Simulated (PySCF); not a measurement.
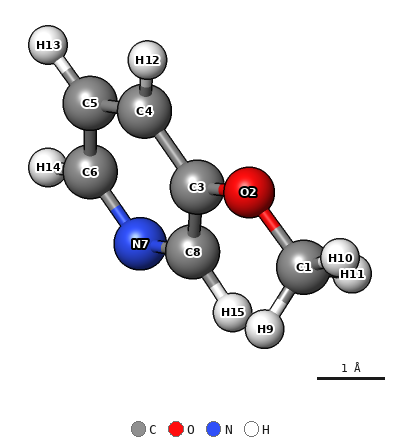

Fig. 1: The input geometry of the first run (ball-and-stick view, seen at a tilt; atoms are numbered from 1 in the order of the input). Bond lengths as drawn: C–C 1.39 to 1.40 Å, C–H 1.09 to 1.10 Å, C–N 1.33 Å and C–O 1.35 to 1.40 Å.

## Two runs on C₆H₇NO

System: C₆H₇NO, SMILES COc1cccnc1.
Method of the first run: GIAO LDA/pcSseg-1 NMR shielding, non-relativistic, gas phase (PySCF 2.14.0).

The geometry comes from this level: PBE0-D3(BJ)/def2-SVP. Text and figures count atoms from 1; the logs count them from 0 in places.

## Input, the first run
```
{"job": {"kind": "nmr", "xc": "LDA", "basis": "pcSseg-1", "pop": false}, "charge": 0, "multiplicity": 1}
C      2.191022    -0.353692    -0.294289
O      1.173018     0.609518    -0.267214
C     -0.105108     0.196529    -0.197037
C     -1.095881     1.185430    -0.186273
C     -2.424444     0.797067    -0.113318
C     -2.725265    -0.566823    -0.053082
N     -1.790800    -1.507634    -0.063725
C     -0.512641    -1.144106    -0.133811
H      2.197153    -0.970857     0.621240
H      3.139436     0.194119    -0.359356
H      2.102285    -1.019691    -1.170523
H     -0.795609     2.234239    -0.236003
H     -3.223459     1.541788    -0.103095
H     -3.765811    -0.904717     0.005876
H      0.222136    -1.955207    -0.139602
```

The first line tells a small driver script what to run in PySCF; the rest is the geometry in Å.

Hardware: 1 CPU thread, shared host.

## Output (the first run)
```
coarse grid: 13008 points
cycle   1  E = -359.4761734358  dE =  1.109e+00  |g| = 6.374e-01  |ddm| = 3.743e+00
cycle   2  E = -359.3068543719  dE =  1.693e-01  |g| = 1.134e+00  |ddm| = 1.915e+00
cycle   3  E = -359.5541455675  dE = -2.473e-01  |g| = 2.354e-01  |ddm| = 1.262e+00
cycle   4  E = -359.5654302424  dE = -1.128e-02  |g| = 6.052e-02  |ddm| = 2.411e-01
cycle   5  E = -359.5660578927  dE = -6.277e-04  |g| = 2.846e-02  |ddm| = 6.799e-02
cycle   6  E = -359.5662271986  dE = -1.693e-04  |g| = 1.273e-02  |ddm| = 4.122e-02
cycle   7  E = -359.5662664697  dE = -3.927e-05  |g| = 4.459e-03  |ddm| = 1.636e-02
cycle   8  E = -359.5662713240  dE = -4.854e-06  |g| = 5.720e-04  |ddm| = 4.098e-03
final grid: 127056 points
cycle   9  E = -359.6632411561  dE = -5.230e-05  |g| = 5.044e-03  |ddm| = 3.721e-02
cycle  10  E = -359.6632251582  dE =  1.600e-05  |g| = 9.640e-03  |ddm| = 1.391e-02
cycle  11  E = -359.6632458506  dE = -2.069e-05  |g| = 2.488e-03  |ddm| = 1.037e-02
cycle  12  E = -359.6632474451  dE = -1.595e-06  |g| = 3.393e-04  |ddm| = 2.681e-03
cycle  13  E = -359.6632474608  dE = -1.566e-08  |g| = 2.564e-04  |ddm| = 5.668e-04
cycle  14  E = -359.6632474772  dE = -1.637e-08  |g| = 4.986e-05  |ddm| = 2.508e-04
cycle  15  E = -359.6632474777  dE = -5.575e-10  |g| = 2.153e-05  |ddm| = 6.579e-05
converged SCF energy = -359.6632474777

GIAO shielding tensors (ppm)
atom      isotropic    diamagn.    paramagn.     s11        s22        s33       span
  0 C      124.422     247.201    -122.779     92.890    105.367    175.010     82.120
  1 O      223.103     398.125    -175.022    123.366    254.283    291.659    168.292
  2 C       17.699     258.317    -240.618    -64.442      3.690    113.849    178.291
  3 C       50.128     252.956    -202.828    -41.207     29.879    161.712    202.919
  4 C       49.394     257.674    -208.280    -63.173     44.479    166.876    230.049
  5 C       30.302     252.789    -222.488    -74.665     26.642    138.928    213.593
  6 N     -107.493     331.999    -439.492   -448.983   -177.847    304.350    753.333
  7 C       43.216     255.745    -212.529    -43.523     31.179    141.993    185.516
  8 H       27.080      29.531      -2.450     23.938     24.539     32.764      8.827
  9 H       26.615      27.808      -1.193     22.446     25.442     31.958      9.512
 10 H       27.105      29.047      -1.942     23.988     24.549     32.777      8.788
 11 H       23.695      30.990      -7.295     20.184     23.192     27.709      7.525
 12 H       23.738      29.040      -5.301     21.056     23.103     27.056      6.000
 13 H       22.411      27.409      -4.997     18.688     22.466     26.080      7.392
 14 H       22.622      31.600      -8.978     18.091     21.484     28.290     10.198
```

For the second run the input was changed thus:
```diff
-"xc": "LDA"
+"xc": "B3LYP"
```

Predict how the results change.

The total energies belong to different methods, so their difference says nothing on which is more stable or more accurate. The HOMO goes from −5.79 to −6.60 eV. The LUMO goes from −1.89 to −0.92 eV. The dipole moment goes from 2.06 to 1.90 D. Of all shieldings, the largest change is that of O2, by +9.4 ppm. The functional changes from LDA to B3LYP. Exact exchange removes part of the self-interaction error of semilocal functionals, which pushes filled and empty levels apart. The SCF takes 14 iterations against 15.

## Output (the second run)
```
coarse grid: 13008 points
cycle   1  E = -362.6339889581  dE =  1.325e+00  |g| = 5.768e-01  |ddm| = 3.676e+00
cycle   2  E = -362.5646818483  dE =  6.931e-02  |g| = 8.543e-01  |ddm| = 1.353e+00
cycle   3  E = -362.6974260967  dE = -1.327e-01  |g| = 1.171e-01  |ddm| = 7.886e-01
cycle   4  E = -362.7000448531  dE = -2.619e-03  |g| = 3.779e-02  |ddm| = 1.128e-01
cycle   5  E = -362.7003649636  dE = -3.201e-04  |g| = 9.242e-03  |ddm| = 3.744e-02
cycle   6  E = -362.7003797793  dE = -1.482e-05  |g| = 5.132e-03  |ddm| = 1.288e-02
cycle   7  E = -362.7003862544  dE = -6.475e-06  |g| = 1.293e-03  |ddm| = 5.436e-03
final grid: 127056 points
cycle   8  E = -362.7725889857  dE = -3.626e-05  |g| = 7.144e-03  |ddm| = 3.235e-02
cycle   9  E = -362.7725734879  dE =  1.550e-05  |g| = 1.120e-02  |ddm| = 1.529e-02
cycle  10  E = -362.7725996618  dE = -2.617e-05  |g| = 1.860e-03  |ddm| = 1.009e-02
cycle  11  E = -362.7726005171  dE = -8.553e-07  |g| = 2.879e-04  |ddm| = 1.934e-03
cycle  12  E = -362.7726005310  dE = -1.387e-08  |g| = 1.763e-04  |ddm| = 4.150e-04
cycle  13  E = -362.7726005379  dE = -6.990e-09  |g| = 2.725e-05  |ddm| = 1.615e-04
cycle  14  E = -362.7726005381  dE = -1.191e-10  |g| = 1.367e-05  |ddm| = 3.049e-05
converged SCF energy = -362.7726005381

GIAO shielding tensors (ppm)
atom      isotropic    diamagn.    paramagn.     s11        s22        s33       span
  0 C      123.980     244.555    -120.575     95.821    105.236    170.883     75.062
  1 O      232.534     398.997    -166.463    145.216    262.704    289.682    144.466
  2 C       18.117     256.957    -238.840    -68.734      5.930    117.155    185.890
  3 C       49.980     252.228    -202.249    -43.554     33.330    160.163    203.717
  4 C       50.002     256.891    -206.889    -63.973     48.537    165.440    229.413
  5 C       31.391     251.428    -220.037    -76.855     32.043    138.985    215.840
  6 N     -108.687     331.150    -439.837   -436.875   -185.377    296.191    733.066
  7 C       43.641     254.870    -211.229    -46.902     35.566    142.259    189.160
  8 H       27.740      30.046      -2.306     24.597     25.364     33.260      8.663
  9 H       27.335      28.207      -0.873     23.139     26.150     32.715      9.576
 10 H       27.763      29.526      -1.763     24.648     25.371     33.271      8.623
 11 H       24.248      31.772      -7.524     20.681     23.746     28.316      7.635
 12 H       24.369      29.719      -5.350     21.626     23.847     27.635      6.009
 13 H       23.107      28.016      -4.909     19.391     23.263     26.667      7.276
 14 H       23.315      32.482      -9.167     18.795     22.218     28.933     10.138
```

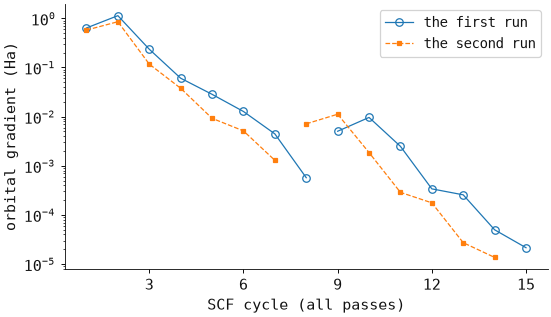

Fig. 2: Convergence of the two runs: orbital gradient against the SCF cycle. A break in a curve parts two SCF passes (coarse and final grid). The first run takes 15 cycles in all, and the second run takes 14.

## The two runs side by side

| quantity | the first run | the second run |
| --- | --- | --- |
| outcome | converged | converged |
| total energy (hartree) | −359.663247 | −362.772601 |
| HOMO (eV) | −5.79 | −6.60 |
| LUMO (eV) | −1.89 | −0.92 |
| dipole moment (D) | 2.06 | 1.90 |
| shielding of O2 (ppm) | 223.1 | 232.5 |
| shielding of C6 (ppm) | 30.3 | 31.4 |
| shielding of N7 (ppm) | −107.5 | −108.7 |
| shielding of H9 (ppm) | 27.1 | 27.7 |
| shielding of H10 (ppm) | 26.6 | 27.3 |
| shielding of H14 (ppm) | 22.4 | 23.1 |
| shielding of H15 (ppm) | 22.6 | 23.3 |
| SCF iterations | 15 | 14 |
| basis functions | 171 | 171 |
| wall time (shared host) | 28 s | 29 s |
